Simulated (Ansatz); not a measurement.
**Si2NH7 (SMILES [SiH3]N[SiH3]): BCCD(T)/6-311G(d) (density fitting with def2-universal-jkfit, cc-pVDZ-rifit for correlation, Cartesian d past Ne, start density atoms)**

Aim: the vertical singlet–triplet gap of Si2NH7 at BCCD(T)/6-311G* (density fitting with def2-universal-jkfit, cc-pVDZ-rifit for correlation, Cartesian d past Ne, start density atoms), from 2 runs. 

The results are computed with Ansatz 0.2.0.

8 further runs of the same task are left out: 2 for a known fault of the program, 1 that didn't finish, 5 set aside as unsound or not needed. Runs told in other sessions of the task aren't counted.

### 1 The molecule

Si2NH7 has 10 atoms, charge 0, and is taken as a singlet. As SMILES, `[SiH3]N[SiH3]`. Geometry: relaxed at PBE0-D4/def2-TZVP.

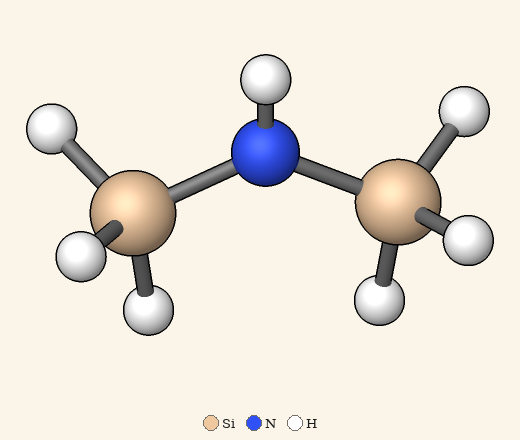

Viewed from a chosen angle; silicon light orange, nitrogen blue, hydrogen white.

### 2 A single-point energy at BCCD(T)/6-311G(d) (density fitting with def2-universal-jkfit, cc-pVDZ-rifit for correlation, Cartesian d past Ne, start density atoms)

Contents of input.yaml:

```yaml
crystal:
  periodic: [false, false, false]
  atoms:
    - {symbol: Si, position_ang: [-1.042800, 0.758390, -0.879990]}
    - {symbol: "N", position_ang: [0.119990, 0.500410, 0.368670]}
    - {symbol: Si, position_ang: [0.995830, -0.935260, 0.755390]}
    - {symbol: H, position_ang: [-1.373610, -0.567260, -1.458240]}
    - {symbol: H, position_ang: [-0.532280, 1.645360, -1.962590]}
    - {symbol: H, position_ang: [-2.274280, 1.393560, -0.336440]}
    - {symbol: H, position_ang: [0.361990, 1.317290, 0.912940]}
    - {symbol: H, position_ang: [0.403090, -2.042290, -0.034740]}
    - {symbol: H, position_ang: [0.897240, -1.243020, 2.208320]}
    - {symbol: H, position_ang: [2.444830, -0.827180, 0.426680]}
basis:
  gaussian:
    orbitals: 6-311G_st_.json
    fitting: {mean_field: def2-universal-jkfit, correlation: cc-pVDZ-rifit.json}
hamiltonian: {pseudopotentials: {relativity: none}}
correlation: {method: bccd_t}
```

The basis set 6-311G* is read from a file made from the Basis Set Exchange's data (not shown).

Run with:

```
$ ansatz run input.yaml --threads 1 --pin off --max-ram 3480MiB --events-out events.jsonl --progress --plain --runs-dir runs
```

The program printed:

```text
Warning: RAYON_NUM_THREADS=1 ignored (pool sized by the plan → 1); use --threads N
Functional definition: HF
  name "HF"
  exchange = exact_x
  correlation = 0
459 factors; integrals over basis functions are off by at most 6.1e-1 eV
306 factors; integrals over basis functions are off by at most 4.7e0 eV
mean field evaluation 1: about -17315.7160 eV, gradient 3.3e1 eV
mean field evaluation 2: about -17317.7264 eV, gradient 1.9e1 eV
mean field evaluation 4: about -17318.4734 eV, gradient 2.7e-1 eV
mean field evaluation 8: about -17315.7158 eV, gradient 3.3e1 eV
mean field -17318.47374390 eV, -636.4421712052 hartree, gradient 1.0e-6 eV, S^2 0.000000; 0 other end points of the search recorded, 0 dependent functions left out
11 core orbitals not correlated: weight in the atoms' cores, before any rotation towards them, 1.000 or more for the frozen orbitals, at most 0.000 for the correlated occupied ones
reference -17318.47374390 eV, -636.4421712052 hartree; 10, 10 occupied and 72, 72 virtual orbitals, 306 factors
second order -9.15854483 eV of doubles, -0.00000000 eV of singles
cycle   1  -9.89080756 eV  change   -7.3e-1 eV  update   8.3e-2
cycle   2  -10.29714327 eV  change   -4.1e-1 eV  update   2.8e-2
cycle   3  -10.33823480 eV  change   -4.1e-2 eV  update   9.3e-3
cycle   4  -10.33237499 eV  change    5.9e-3 eV  update   2.3e-3
cycle   5  -10.33216693 eV  change    2.1e-4 eV  update   6.5e-4
cycle   6  -10.33181419 eV  change    3.5e-4 eV  update   2.0e-4
cycle   7  -10.33179029 eV  change    2.4e-5 eV  update   6.6e-5
cycle   8  -10.33177578 eV  change    1.5e-5 eV  update   1.9e-5
perturbative correction -0.31435027 eV, -0.0115521593 hartree
Total energy: -17329.11986995 eV, -636.8334091214 hartree
```

It took 3.9 s on 1 thread of Arm Neoverse V2, shared host; peak memory 0.27 GiB.

### 3 The triplet at the same level

Changes to input.yaml since step 2:

```diff
@@ -1 +1,5 @@
+basis:
+  gaussian:
+    orbitals: 6-311G_st_.json
+    fitting: {mean_field: def2-universal-jkfit, correlation: cc-pVDZ-rifit.json}
 crystal:
@@ -13,7 +17,4 @@
     - {symbol: H, position_ang: [2.444830, -0.827180, 0.426680]}
-basis:
-  gaussian:
-    orbitals: 6-311G_st_.json
-    fitting: {mean_field: def2-universal-jkfit, correlation: cc-pVDZ-rifit.json}
 hamiltonian: {pseudopotentials: {relativity: none}}
 correlation: {method: bccd_t}
+magnetization: {spin_polarized: true, initial_magnetization: 2}
```

The basis set 6-311G* is read from a file made from the Basis Set Exchange's data (not shown).

Run with:

```
$ ansatz run input.yaml --threads 1 --pin off --max-ram 3480MiB --events-out events.jsonl --progress --plain --runs-dir runs
```

The program printed:

```text
Warning: RAYON_NUM_THREADS=1 ignored (pool sized by the plan → 1); use --threads N
Functional definition: HF
  name "HF"
  exchange = exact_x
  correlation = 0
459 factors; integrals over basis functions are off by at most 6.1e-1 eV
306 factors; integrals over basis functions are off by at most 4.7e0 eV
mean field evaluation 1: about -17308.7360 eV, gradient 1.9e1 eV
mean field evaluation 2: about -17311.1032 eV, gradient 1.4e1 eV
mean field evaluation 4: about -17312.4815 eV, gradient 1.6e0 eV
mean field evaluation 8: about -17312.6176 eV, gradient 7.1e-3 eV
mean field evaluation 16: about -17312.6152 eV, gradient 1.7e-1 eV
mean field evaluation 32: about -17311.0749 eV, gradient 5.2e-2 eV
mean field evaluation 64: about -17310.6738 eV, gradient 2.6e-1 eV
mean field -17312.61760235 eV, -636.2269619727 hartree, gradient 4.2e-6 eV, S^2 2.010456; 4 other end points of the search recorded, 0 dependent functions left out
determinant -17312.61760235 eV, -636.2269619727 hartree, with singles and doubles -17322.75402059 eV, -636.5994684723 hartree
determinant -17311.07539668 eV, -636.1702869596 hartree, with singles and doubles -17321.02303437 eV, -636.5358559018 hartree
determinant -17310.65503519 eV, -636.1548389600 hartree, with singles and doubles -17320.76897713 eV, -636.5265194706 hartree
11 core orbitals not correlated: weight in the atoms' cores, before any rotation towards them, 1.000 or more for the frozen orbitals, at most 0.000 for the correlated occupied ones
reference -17312.61760235 eV, -636.2269619727 hartree; 11, 9 occupied and 71, 73 virtual orbitals, 306 factors
second order -8.61941067 eV of doubles, -0.00000000 eV of singles
cycle   1  -10.09466506 eV  change   -3.2e-1 eV  update   3.4e-2
cycle   2  -10.11823451 eV  change   -2.4e-2 eV  update   1.1e-2
cycle   3  -10.12157968 eV  change   -3.3e-3 eV  update   6.9e-3
cycle   4  -10.12122167 eV  change    3.6e-4 eV  update   4.4e-3
cycle   5  -10.12160624 eV  change   -3.8e-4 eV  update   2.2e-3
cycle   6  -10.12017204 eV  change    1.4e-3 eV  update   8.7e-4
cycle   7  -10.12052294 eV  change   -3.5e-4 eV  update   3.7e-4
cycle   8  -10.12060902 eV  change   -8.6e-5 eV  update   2.2e-4
cycle   9  -10.12047143 eV  change    1.4e-4 eV  update   1.1e-4
cycle  10  -10.12043212 eV  change    3.9e-5 eV  update   3.9e-5
cycle  11  -10.12043866 eV  change   -6.5e-6 eV  update   1.2e-5
perturbative correction -0.38356811 eV, -0.0140958680 hartree
Total energy: -17323.12160912 eV, -636.6129771015 hartree
```

Wall time 22 s (1 thread of Arm Neoverse V2, shared host); peak memory 0.54 GiB.

### 4 Results

Level: BCCD(T)/6-311G* (density fitting with def2-universal-jkfit, cc-pVDZ-rifit for correlation, Cartesian d past Ne, start density atoms), 11 core orbitals frozen.

```
                                             quantity          value
                                singlet: total energy  -636.83341 Eh
singlet: correlation energy (11 core orbitals frozen)     -391.2 mEh
                              singlet: (T) correction     -11.55 mEh
                                triplet: total energy  -636.61298 Eh
triplet: correlation energy (11 core orbitals frozen)     -386.0 mEh
                              triplet: (T) correction     -14.10 mEh
           triplet: ⟨S²⟩ of the reference determinant          2.010
     vertical energy of the triplet above the singlet       5.998 eV
```

In words: At this shape the triplet lies 6.00 eV (138 kcal/mol) above the singlet. The triples (singlet) make up 3.0 % of the correlation energy. The triples (triplet) make up 3.7 % of the correlation energy.
